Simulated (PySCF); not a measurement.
```xyz
2

Be    0.0000    0.0000   -1.2092
B     0.0000    0.0000    0.9898
```

The calculation used PBE0/pcseg-1, non-relativistic, at a bond length of 2.199 Å in PySCF.

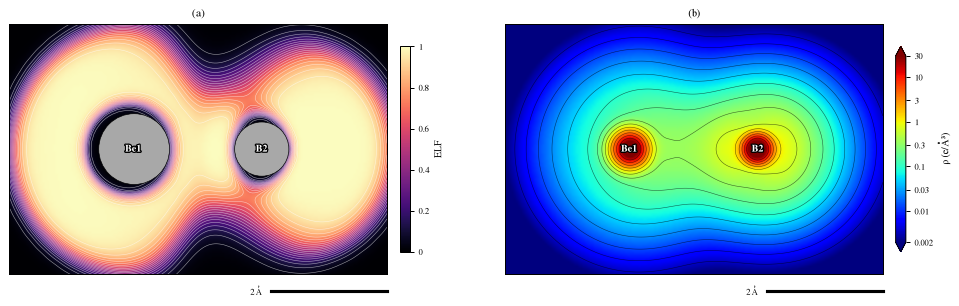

BeB (charge +1). (a) ELF; (b) electron density on a plane that holds the molecular axis. Grey discs cover the atomic cores in the ELF map.

What does the map show?

Answer. The plane passes through Be and B nuclei.
Be–B (2.20 Å): ρ at the midpoint is about 0.39 e/Å³, with its minimum of 0.35 e/Å³ about 0.8 Å from Be; the ELF peaks at about 1 in the valence shell of B, 0.8 Å from its nucleus, and is about 1 at the midpoint.
